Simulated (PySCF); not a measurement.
**ClH$_{3}$PSi, doublet, SMILES `P[SiH]Cl`: what the electrons do**

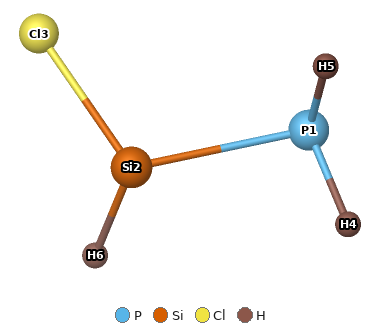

The molecule, with its atoms numbered as below. No frequency check shows the geometry to be a minimum.

Geometry (Å), atoms numbered from 1:

```
P1       1.7657    0.3896   -0.1326
Si2     -0.1029   -0.8116    0.1451
Cl3     -1.7182    0.4092   -0.0287
H4       2.6186   -0.6239    0.2702
H5       1.7571    0.9768    1.1233
H6      -0.2119   -1.7903   -0.9466
```

### 1. Bonding charge

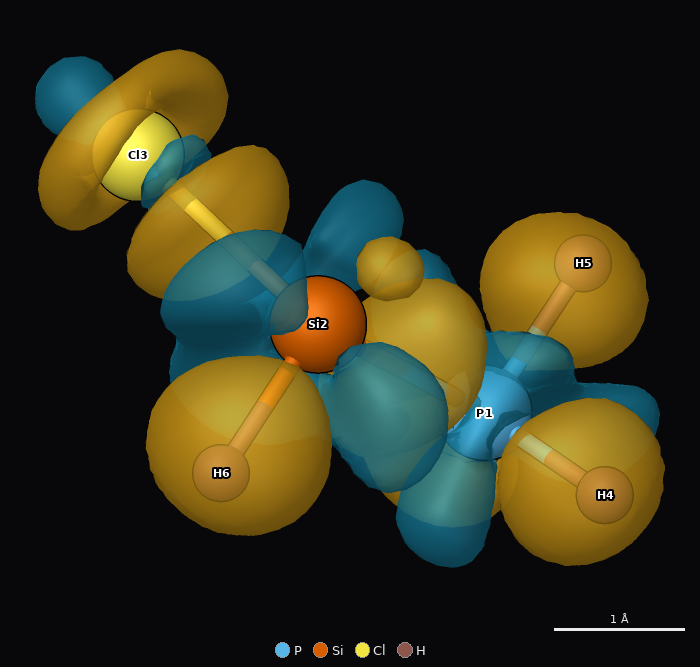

Deformation density (molecule less spherical, spin-averaged free atoms at the same positions), surfaces at ±0.04 e/Å³; yellow: gain, teal: loss.

PySCF calculation, PBE/def2-TZVP, gas phase; geometry: GFN2-xTB. The stability of the open-shell solution wasn't checked. GFN2-xTB doesn't know the spin state, so this open-shell geometry is rough.

Q: Describe the bonding that the map shows.

A: P1–H5: +0.23 e/Å³ at the bond critical point (bond length 1.39 Å, Mayer order 0.9). Si2–H6: +0.23 e/Å³ at the bond critical point (bond length 1.47 Å, Mayer order 0.9). P1–H4: +0.23 e/Å³ at the bond critical point (bond length 1.39 Å, Mayer order 0.9). P1–Si2: +0.16 e/Å³ at the bond critical point (bond length 2.24 Å, Mayer order 1.1). Si2–Cl3: +0.06 e/Å³ at the bond critical point (bond length 2.03 Å, Mayer order 1.2); up to 0.6 Å beside the axis the gain reaches +0.18 e/Å³. In all, 1.2 electrons gather in the regions of gain relative to the promolecule. A small or negative value marks a very polar bond, one between electron-rich atoms, whose free-atom densities already overlap strongly, a long bond to a heavier atom, or a closed-shell contact such as a hydrogen bond.

### 2. Bond critical points

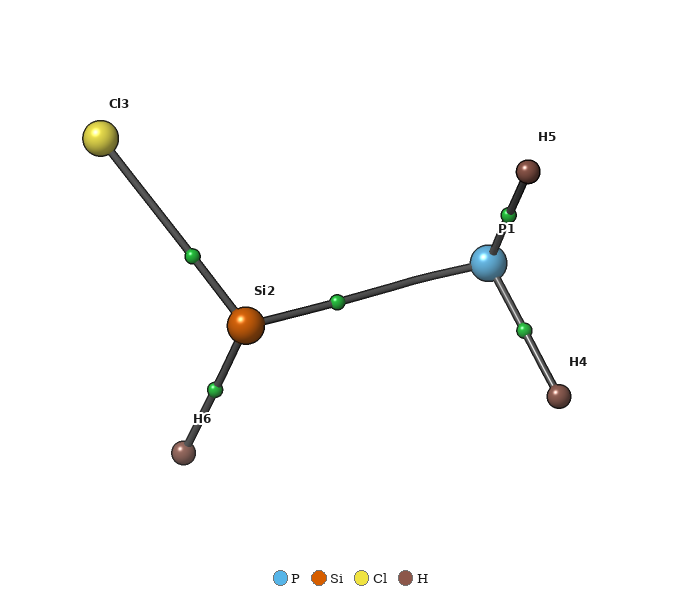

Molecular graph of the electron density (QTAIM): bond paths, bond critical points (green), ring points (magenta, if any); weak paths are dashed.

Q: How many critical points of each kind are there, and does the count close?

A: 6 nuclei, 5 bond, 0 ring and 0 cage critical points: 6 − 5 + 0 − 0 = 1, as the Poincaré–Hopf relation requires.

Q: Tabulate density, Laplacian, ellipticity and energy density at the bond critical points (atomic units).

A:
| bond | length (Å) | ρ (a.u.) | ∇²ρ (a.u.) | ε | H (a.u.) |
| --- | --- | --- | --- | --- | --- |
| P1–H5 | 1.386 | 0.169 | −0.07 | 0.07 | −0.160 |
| P1–H4 | 1.385 | 0.169 | −0.06 | 0.07 | −0.160 |
| Si2–H6 | 1.470 | 0.124 | +0.14 | 0.06 | −0.079 |
| Si2–Cl3 | 2.032 | 0.102 | +0.24 | 0.06 | −0.053 |
| P1–Si2 | 2.239 | 0.098 | −0.08 | 0.18 | −0.064 |

Q: What kind of interaction is Si2–H6?

A: Polar or intermediate (positive Laplacian, negative energy density H): ρ = 0.124, ∇²ρ = +0.14, H = −0.079 a.u.

### 3. Local ionisation energy

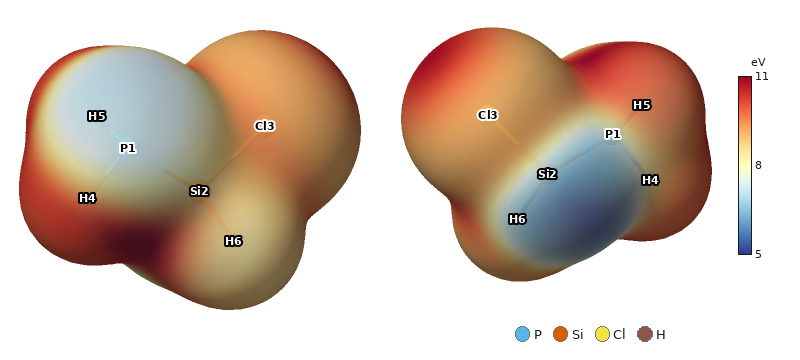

Average local ionisation energy on the surface of electron density 0.001 a.u. (back view left, front view right).

Q: Where are the most loosely bound electrons on this surface?

A: The lowest value is 5.7 eV, 2.4 Å from Si2. Further minima include 6.9 eV, 2.3 Å from P1; 8.5 eV, 1.5 Å from H6; 8.9 eV, 2.1 Å from Cl3. For comparison, the highest occupied orbital lies at −5.0 eV.

### 4. Spin density

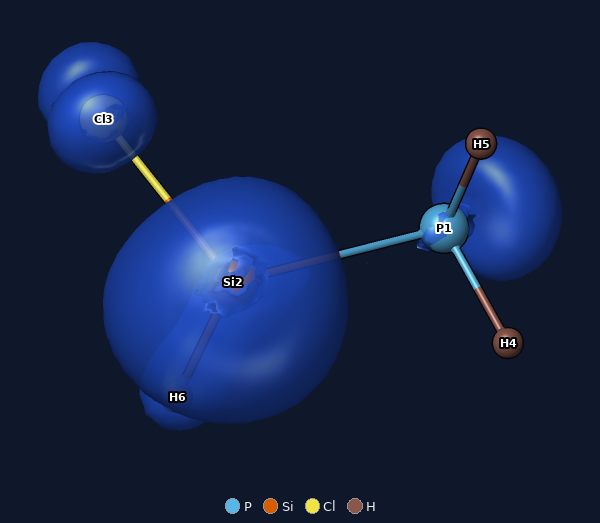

Spin density ρα − ρβ at ±0.03 e/Å³ (blue: excess α, red: excess β).

Q: How is the spin shared among the atoms?

A: Hirshfeld spin populations: Si2 +0.66, P1 +0.16, Cl3 +0.10 and H6 +0.06. ⟨S²⟩ = 0.75, as for a pure state.

### 5. In an electric field

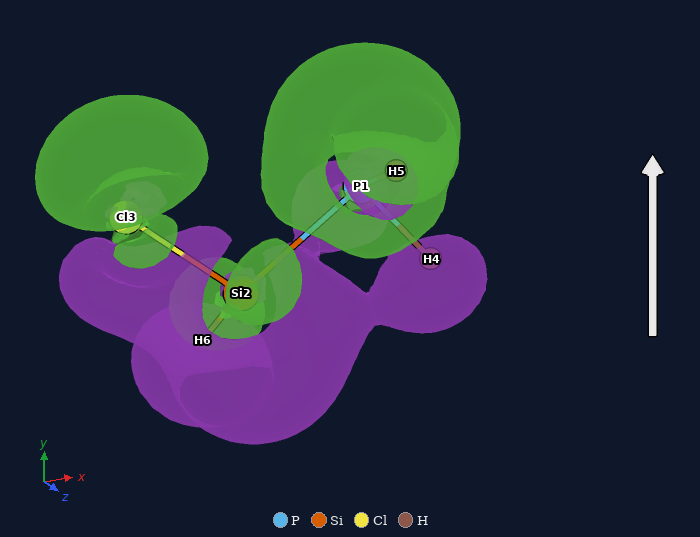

Change of the electron density in a uniform field of 0.26 V/Å along +y (arrow), surfaces at ±0.0015 e/Å³ (purple: gain, green: loss).

Computed with PySCF, BP86/def2-SVPD, geometry: GFN2-xTB. The stability of the open-shell solution wasn't checked. GFN2-xTB doesn't know the spin state, so this open-shell geometry is rough.

Q: How large is the response?

A: The induced dipole is 0.91 D (along the field); α along this axis, from the fields in both directions, is 71 bohr³ (10.6 Å³).

Q: Which atoms gain and lose the most charge?

A: Electrons gather most on Si2 (Hirshfeld charge changes by −0.024 e) and leave P1 most (+0.021 e); 0.074 electrons are displaced in all.

### 6. Removing or adding an electron

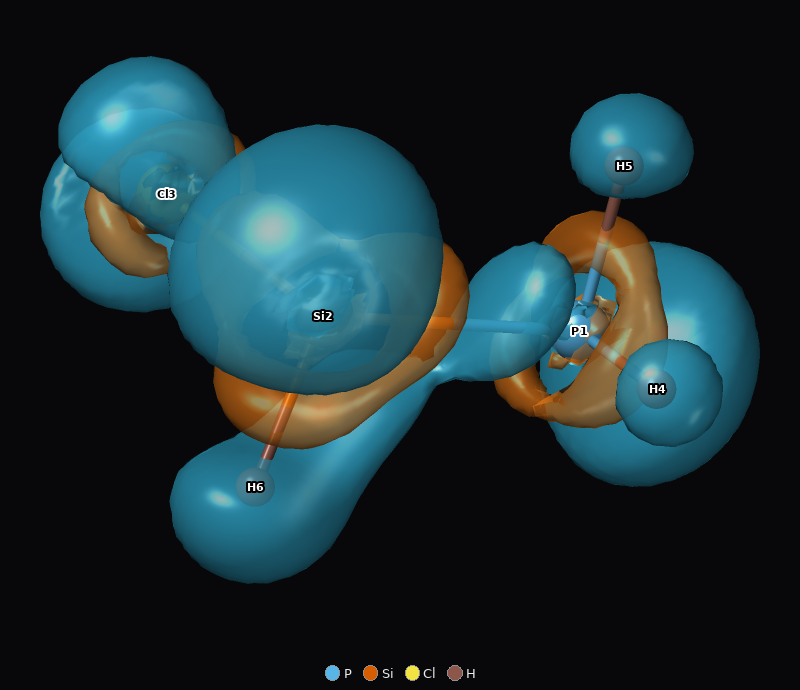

Fukui function f⁻ = ρ(N) − ρ(N−1) at fixed geometry, surfaces at ±0.02 e/Å³ (light blue positive, orange negative).

Level of theory: PBE/aug-cc-pVDZ (PySCF), at a geometry from GFN2-xTB. GFN2-xTB doesn't know the spin state, so this open-shell geometry is rough.

Q: On which atoms does the density change most on removal of an electron?

A: f⁻ (Hirshfeld-condensed) is largest on Si2 (0.35), P1 (0.25) and Cl3 (0.21); the vertical ionisation energy is 7.87 eV (to the singlet cation, which needn't be its lowest state). Condensed values hint at sites of electrophilic attack but needn't mark the atom that reacts. Orbital relaxation makes it negative in places (0.12 e in all).

The PySCF runs shown took 23 s, 36 s and 40 s on 1 thread of Arm Neoverse V1 (shared host).
